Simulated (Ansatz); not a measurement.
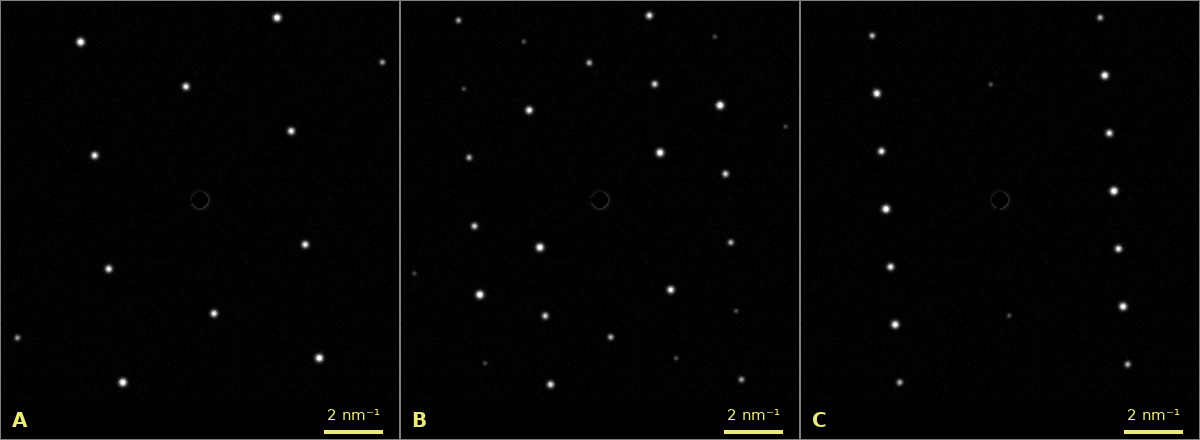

Kinematic zone-axis patterns, calculated for 200 keV electrons with B = 0.5 Å².

All three come from NbNO3, space group R-3c (No. 167), a = 5.00 Å, c = 14.79 Å (hexagonal axes). Structure: the geometry relaxed with DFT, PAW plane waves, pbe (Ansatz); the starting structure was generated, so it need not be a known form of this composition.

Question: Assign the zone axes [001], [210], [211] to A, B and C.

Answer: A is [001]: hexagonal net of 2 -1 0 at d = 2.50 Å and 1 1 0 at d = 2.50 Å, at 60.0°. B is [211]: centred rectangular net of 0 1 -1 (itself extinct) at d = 4.15 Å and -1 1 1 (itself extinct) at d = 4.15 Å, at 67.6°. C is [210]: rectangular net of 0 0 3 (itself extinct) at d = 4.93 Å and 1 -2 0 at d = 2.50 Å, at 90.0°.
